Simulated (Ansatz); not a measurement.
**Geometry relaxation of C3H12GaP**

The run: geometry relaxation of C3H12GaP, SMILES [CH3][Ga-]([CH3])([CH3])[PH3+]. Method and program: RKS PBE0-D4/def2-TZVP (Ansatz 0.2.0).

The geometry: PBE-D4/def2-SVP start. Figures and captions count atoms from 1; the log counts them from 0 in places.

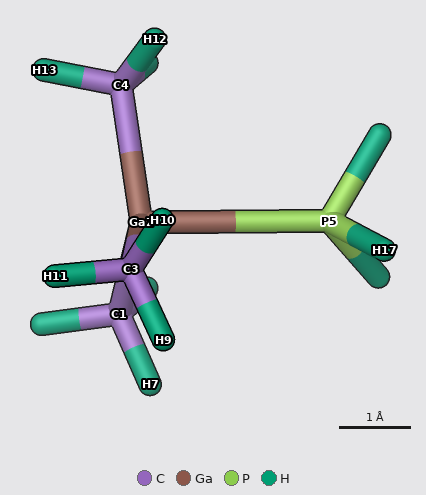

Figure 1. The starting structure (stick view, seen at a tilt; atoms are numbered from 1 in the order of the input). Sticks mark near contacts. Bond lengths as drawn: C–Ga 2.00 Å, C–H 1.11 Å, Ga–P 2.67 Å and H–P 1.43 Å.

Results in brief:

```tsv
quantity	value
outcome	converged
total energy	−64960.9980 eV
mean-field energy	−64960.6590 eV
dispersion energy	−0.3389 eV
SCF solution under orbital rotations	stable
largest force (length of the vector) at the end	0.005 eV/Å
dipole moment	3.17 D
hardware	4 threads of Arm Neoverse V2, 23 GiB of memory available, shared host
wall time	31 s (CPU time 1.9 min)
peak memory	0.91 GiB
```

Input file:
```yaml
crystal:
  periodic: [false, false, false]
  atoms:
    - {symbol: C, position_ang: [-0.457547, 1.020073, -1.821956]}
    - {symbol: Ga, position_ang: [0.363393, -0.101521, -0.381034]}
    - {symbol: C, position_ang: [1.948824, 0.624552, 0.603196]}
    - {symbol: C, position_ang: [0.115908, -2.087092, -0.458051]}
    - {symbol: P, position_ang: [-1.449152, 0.393965, 1.510572]}
    - {symbol: H, position_ang: [0.165820, 0.939554, -2.738989]}
    - {symbol: H, position_ang: [-0.500417, 2.095104, -1.551918]}
    - {symbol: H, position_ang: [-1.479481, 0.684799, -2.094189]}
    - {symbol: H, position_ang: [1.843063, 1.701374, 0.847974]}
    - {symbol: H, position_ang: [2.159597, 0.069707, 1.540272]}
    - {symbol: H, position_ang: [2.848533, 0.525632, -0.042589]}
    - {symbol: H, position_ang: [0.336564, -2.581055, 0.510483]}
    - {symbol: H, position_ang: [0.821323, -2.508716, -1.206887]}
    - {symbol: H, position_ang: [-0.906670, -2.376719, -0.775317]}
    - {symbol: H, position_ang: [-2.567447, 1.252249, 1.250546]}
    - {symbol: H, position_ang: [-2.203442, -0.669000, 2.107332]}
    - {symbol: H, position_ang: [-1.057771, 1.016694, 2.740656]}
basis:
  gaussian: {orbitals: def2-TZVP}
hamiltonian: {xc: pbe0, dispersion: d4}
relax: {f_tol: 0.005, max_steps: 150}
```

Launch command:
```bash
ansatz run in.yaml --threads 4 --pin off --events-out ev --progress --plain --max-ram 11315MiB
```

The program's output:
```
Functional definition: PBE0
  name "PBE0"
  cite "Adamo & Barone, J. Chem. Phys. 110, 6158 (1999) doi:10.1063/1.478522"
  cite "Perdew, Burke & Ernzerhof, Phys. Rev. Lett. 77, 3865 (1996) doi:10.1103/PhysRevLett.77.3865"
  parent pbe
  parameter a = 0.25
  parameter kappa = 0.804
  parameter beta = 0.06672455060314922
  exchange = (1 - a)*pbe_x(kappa = kappa, mu = beta*pi^2/3) + a*exact_x
  correlation = pbe_c(beta = beta)
1763 factors; their error is unknown
mean field evaluation 1: about -64944.3948 eV, gradient 8.6e1 eV
mean field evaluation 2: about -64936.1251 eV, gradient 9.9e1 eV
mean field evaluation 4: about -64960.4035 eV, gradient 3.6e0 eV
mean field evaluation 8: about -64960.4246 eV, gradient 4.2e-2 eV
mean field evaluation 16: about -64960.6039 eV, gradient 4.5e-5 eV
mean field -64960.60386890 eV, -2387.2581603033 hartree, gradient 4.5e-5 eV, S^2 0.000000; 0 other end points of the search recorded, 0 dependent functions left out
the calculation of the forces begins
reference -64960.60391071 eV, -2387.2581618397 hartree; 38, 38 occupied and 212, 212 virtual orbitals, 1763 factors
relax step   1: F+E_penalty+E_count = -64960.93978197 eV  Δ(F+E_penalty+E_count) = +0.000e0 eV  max|allowed force component| = 5.166e-1 eV/Å  Δτ_max = 0.0000 Å  (27 SCF iters, accepted)
these checks for a lower state are left out or cut short: starts, cluster_reference, orbital_swaps, neighbouring_geometries, increment
1763 factors; their error is unknown
mean field -64960.65473568 eV, -2387.2600296228 hartree, gradient 8.3e-6 eV, S^2 0.000000; 0 other end points of the search recorded, 0 dependent functions left out
the calculation of the forces begins
reference -64960.65477713 eV, -2387.2600311464 hartree; 38, 38 occupied and 212, 212 virtual orbitals, 1763 factors
relax step   2: F+E_penalty+E_count = -64960.99283959 eV  Δ(F+E_penalty+E_count) = -5.306e-2 eV  max|allowed force component| = 1.610e-1 eV/Å  Δτ_max = 0.0282 Å  (30 SCF iters, accepted)
these checks for a lower state are left out or cut short: starts, cluster_reference, orbital_swaps, neighbouring_geometries, increment
1763 factors; their error is unknown
mean field -64960.65888180 eV, -2387.2601819899 hartree, gradient 8.0e-6 eV, S^2 0.000000; 0 other end points of the search recorded, 0 dependent functions left out
the calculation of the forces begins
reference -64960.65892311 eV, -2387.2601835081 hartree; 38, 38 occupied and 212, 212 virtual orbitals, 1763 factors
relax step   3: F+E_penalty+E_count = -64960.99788533 eV  Δ(F+E_penalty+E_count) = -5.046e-3 eV  max|allowed force component| = 1.286e-2 eV/Å  Δτ_max = 0.0118 Å  (31 SCF iters, accepted)
these checks for a lower state are left out or cut short: starts, cluster_reference, orbital_swaps, neighbouring_geometries, increment
1763 factors; their error is unknown
mean field evaluation 32: about -64960.4789 eV, gradient 4.1e-1 eV
mean field -64960.65898678 eV, -2387.2601858481 hartree, gradient 1.6e-5 eV, S^2 0.000000; 0 other end points of the search recorded, 0 dependent functions left out
the calculation of the forces begins
reference -64960.65902810 eV, -2387.2601873664 hartree; 38, 38 occupied and 212, 212 virtual orbitals, 1763 factors
relax step   4: F+E_penalty+E_count = -64960.99792177 eV  Δ(F+E_penalty+E_count) = -3.643e-5 eV  max|allowed force component| = 4.988e-3 eV/Å  Δτ_max = 0.0031 Å  (23 SCF iters, accepted)
```

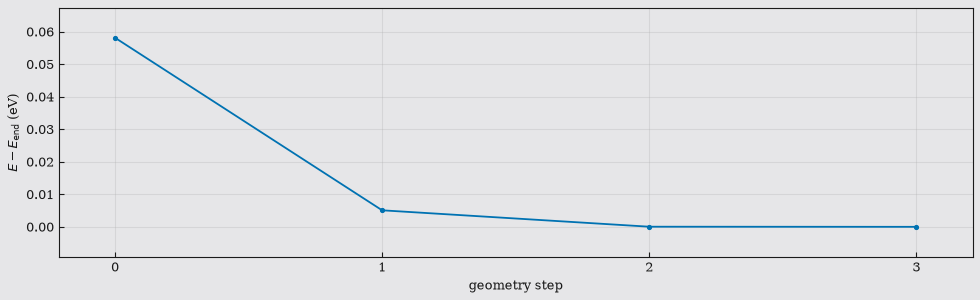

Figure 2. Progress of the relaxation, step by step (the first geometry is step 0 here and step 1 in the log).

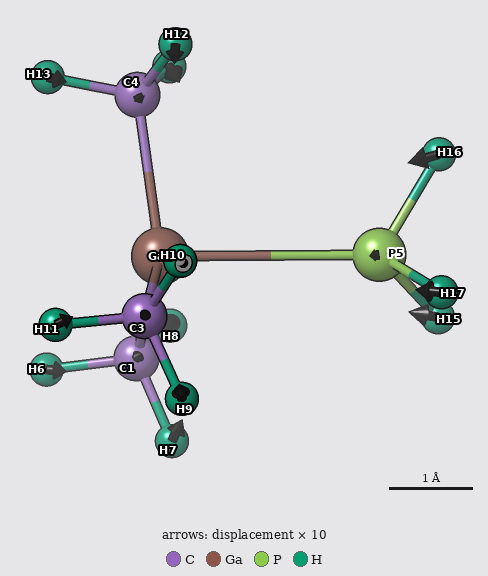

Figure 3. The starting structure with the displacements as black arrows, magnified 10 times (ball-and-stick view, seen on its broad side). The two geometries are laid on each other by the best rigid fit. The largest move after the best rigid fit is that of H16, 0.040 Å. Largest moves by element: H 0.040 Å, P 0.013 Å, C 0.012 Å, Ga 0.001 Å. Among the contacts that change: P5–H15 1.433 → 1.413 Å, C1–H6 1.112 → 1.095 Å, Ga2–P5 2.666 → 2.653 Å, C1–Ga2 2.002 → 1.992 Å. Over 3 geometry steps the energy falls by 0.058 eV. The largest force component goes from 0.52 to 0.005 eV/Å. (Atoms are counted from 1 in the order of the input.)

```
1763 factors; their error is unknown
mean field -64960.65898678 eV, -2387.2601858481 hartree, gradient 2.8e-5 eV, S^2 0.000000; 1 other end points of the search recorded, 0 dependent functions left out
the calculation of the forces begins
reference -64960.65902810 eV, -2387.2601873664 hartree; 38, 38 occupied and 212, 212 virtual orbitals, 1763 factors
Total energy: -64960.99796308 eV, -2387.2726429972 hartree
Atom 0 at    -0.456394     1.015169    -1.810885 Å, force    -0.002059     0.002428    -0.004369 eV/Å
Atom 1 at     0.363499    -0.101007    -0.379755 Å, force     0.000810     0.001166     0.000757 eV/Å
Atom 2 at     1.940063     0.620673     0.600382 Å, force     0.004561     0.002067     0.001555 eV/Å
Atom 3 at     0.114713    -2.075487    -0.454778 Å, force    -0.000880    -0.004988     0.000296 eV/Å
Atom 4 at    -1.440262     0.393167     1.501665 Å, force     0.002679    -0.000937    -0.001500 eV/Å
Atom 5 at     0.154473     0.947062    -2.716586 Å, force     0.000469    -0.000131     0.000937 eV/Å
Atom 6 at    -0.507696     2.071235    -1.534450 Å, force    -0.000002     0.000041     0.000967 eV/Å
Atom 7 at    -1.462182     0.678127    -2.073817 Å, force    -0.000476    -0.000674     0.000419 eV/Å
Atom 8 at     1.830181     1.681989     0.836879 Å, force    -0.000623     0.000341    -0.000235 eV/Å
Atom 9 at     2.134129     0.078580     1.529258 Å, force    -0.000583    -0.000417     0.000389 eV/Å
Atom 10 at     2.832223     0.519766    -0.025679 Å, force    -0.000899    -0.001064    -0.000189 eV/Å
Atom 11 at     0.335205    -2.557266     0.501064 Å, force     0.000093     0.000591     0.000589 eV/Å
Atom 12 at     0.800674    -2.498205    -1.195634 Å, force    -0.000503     0.001651    -0.000203 eV/Å
Atom 13 at    -0.898118    -2.354192    -0.756077 Å, force    -0.000859     0.000179     0.000156 eV/Å
Atom 14 at    -2.538581     1.238705     1.229652 Å, force    -0.000037    -0.000686    -0.000033 eV/Å
Atom 15 at    -2.176011    -0.665886     2.078155 Å, force    -0.000138     0.000708     0.000191 eV/Å
Atom 16 at    -1.044819     1.007170     2.710706 Å, force    -0.001552    -0.000275     0.000272 eV/Å
Dipole moment:    -0.449333     0.122879     0.468466 e Å
```

Trajectory as extended XYZ (Å, eV, eV/Å), 4 frames, from step=1 to step=4:
```
17
Properties=species:S:1:pos:R:3:forces:R:3 step=1 energy=-64960.93978
C    -0.4575    1.0201   -1.8220   -0.1176   0.2024  -0.3250
Ga    0.3634   -0.1015   -0.3810    0.0146  -0.0075  -0.0159
C     1.9488    0.6246    0.6032    0.3561   0.1271   0.1369
C     0.1159   -2.0871   -0.4581    0.0010  -0.3867  -0.0561
P    -1.4492    0.3940    1.5106   -0.4689   0.1330   0.4949
H     0.1658    0.9396   -2.7390   -0.3054   0.0457   0.4350
H    -0.5004    2.0951   -1.5519    0.0096  -0.5126  -0.1247
H    -1.4795    0.6848   -2.0942    0.4872   0.1662   0.1392
H     1.8431    1.7014    0.8480    0.0432  -0.5166  -0.1073
H     2.1596    0.0697    1.5403   -0.1077   0.2715  -0.4384
H     2.8485    0.5256   -0.0426   -0.4277   0.0510   0.3191
H     0.3366   -2.5811    0.5105   -0.1132   0.2358  -0.4623
H     0.8213   -2.5087   -1.2069   -0.3446   0.1919   0.3641
H    -0.9067   -2.3767   -0.7753    0.4814   0.1369   0.1594
H    -2.5674    1.2522    1.2505    0.3394  -0.2500   0.0464
H    -2.2034   -0.6690    2.1073    0.2377   0.2925  -0.1964
H    -1.0578    1.0167    2.7407   -0.0852  -0.1806  -0.3689
17
Properties=species:S:1:pos:R:3:forces:R:3 step=2 energy=-64960.99284
C    -0.4565    1.0161   -1.8136   -0.0398   0.0735  -0.1237
Ga    0.3635   -0.1016   -0.3807    0.0038  -0.0018  -0.0020
C     1.9411    0.6214    0.6012    0.1351   0.0463   0.0468
C     0.1153   -2.0784   -0.4558    0.0017  -0.1428  -0.0243
P    -1.4425    0.3935    1.5039   -0.1527   0.0421   0.1610
H     0.1558    0.9452   -2.7243   -0.0850   0.0068   0.1362
H    -0.5051    2.0779   -1.5407    0.0069  -0.1438  -0.0271
H    -1.4673    0.6817   -2.0794    0.1343   0.0398   0.0438
H     1.8322    1.6864    0.8425    0.0053  -0.1417  -0.0329
H     2.1421    0.0757    1.5318   -0.0360   0.0696  -0.1233
H     2.8370    0.5245   -0.0291   -0.1358   0.0107   0.0885
H     0.3339   -2.5647    0.5033   -0.0298   0.0728  -0.1234
H     0.8071   -2.5034   -1.1973   -0.0990   0.0681   0.1061
H    -0.8994   -2.3618   -0.7628    0.1309   0.0450   0.0430
H    -2.5468    1.2441    1.2352    0.1173  -0.0886   0.0227
H    -2.1839   -0.6674    2.0870    0.0805   0.1078  -0.0645
H    -1.0454    1.0104    2.7190   -0.0377  -0.0638  -0.1269
17
Properties=species:S:1:pos:R:3:forces:R:3 step=3 energy=-64960.99788
C    -0.4561    1.0149   -1.8110   -0.0054   0.0074  -0.0092
Ga    0.3635   -0.1009   -0.3801   -0.0042   0.0009   0.0047
C     1.9393    0.6209    0.6004    0.0104   0.0042   0.0053
C     0.1143   -2.0748   -0.4545   -0.0003  -0.0129  -0.0009
P    -1.4397    0.3920    1.5012   -0.0007   0.0025   0.0027
H     0.1536    0.9447   -2.7172    0.0035  -0.0009  -0.0025
H    -0.5052    2.0715   -1.5363    0.0002   0.0010   0.0032
H    -1.4628    0.6799   -2.0731   -0.0010  -0.0028   0.0022
H     1.8291    1.6817    0.8390   -0.0032   0.0009  -0.0011
H     2.1354    0.0776    1.5281   -0.0027  -0.0020   0.0011
H     2.8310    0.5222   -0.0265    0.0029  -0.0015  -0.0034
H     0.3324   -2.5566    0.5018    0.0008   0.0016   0.0025
H     0.8022   -2.4977   -1.1933    0.0026  -0.0008  -0.0033
H    -0.8975   -2.3545   -0.7585   -0.0023   0.0033   0.0003
H    -2.5378    1.2380    1.2308   -0.0037   0.0033  -0.0048
H    -2.1763   -0.6652    2.0794   -0.0011  -0.0073  -0.0010
H    -1.0443    1.0060    2.7100    0.0042   0.0029   0.0041
17
Properties=species:S:1:pos:R:3:forces:R:3 step=4 energy=-64960.99792
C    -0.4564    1.0152   -1.8109   -0.0021   0.0024  -0.0044
Ga    0.3635   -0.1010   -0.3798    0.0008   0.0012   0.0008
C     1.9401    0.6207    0.6004    0.0046   0.0021   0.0016
C     0.1147   -2.0755   -0.4548   -0.0009  -0.0050   0.0003
P    -1.4403    0.3932    1.5017    0.0027  -0.0009  -0.0015
H     0.1545    0.9471   -2.7166    0.0005  -0.0001   0.0009
H    -0.5077    2.0712   -1.5345    0.0000   0.0000   0.0010
H    -1.4622    0.6781   -2.0738   -0.0005  -0.0007   0.0004
H     1.8302    1.6820    0.8369   -0.0006   0.0003  -0.0002
H     2.1341    0.0786    1.5293   -0.0006  -0.0004   0.0004
H     2.8322    0.5198   -0.0257   -0.0009  -0.0011  -0.0002
H     0.3352   -2.5573    0.5011    0.0001   0.0006   0.0006
H     0.8007   -2.4982   -1.1956   -0.0005   0.0017  -0.0002
H    -0.8981   -2.3542   -0.7561   -0.0009   0.0002   0.0002
H    -2.5386    1.2387    1.2297    0.0000  -0.0007   0.0000
H    -2.1760   -0.6659    2.0782   -0.0001   0.0007   0.0002
H    -1.0448    1.0072    2.7107   -0.0016  -0.0003   0.0003
```

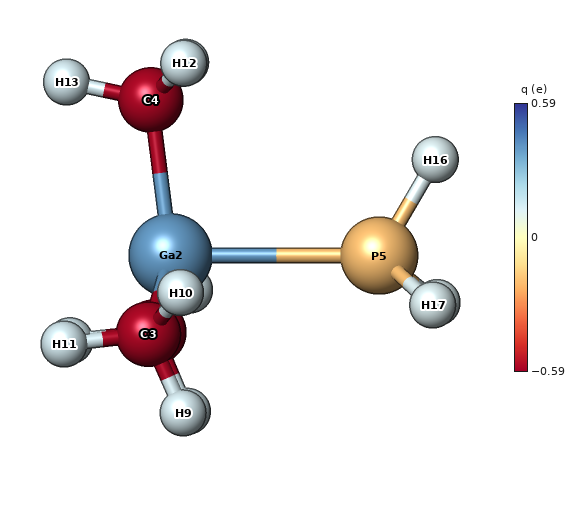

Figure 4. Mulliken charges, as the colour of each atom (ball-and-stick view, seen at a tilt; atoms are numbered from 1 in the order of the input; Mulliken charges depend strongly on the basis). By element: C −0.57 to −0.56, Ga +0.38, P −0.19 and H +0.11 to +0.13 e.
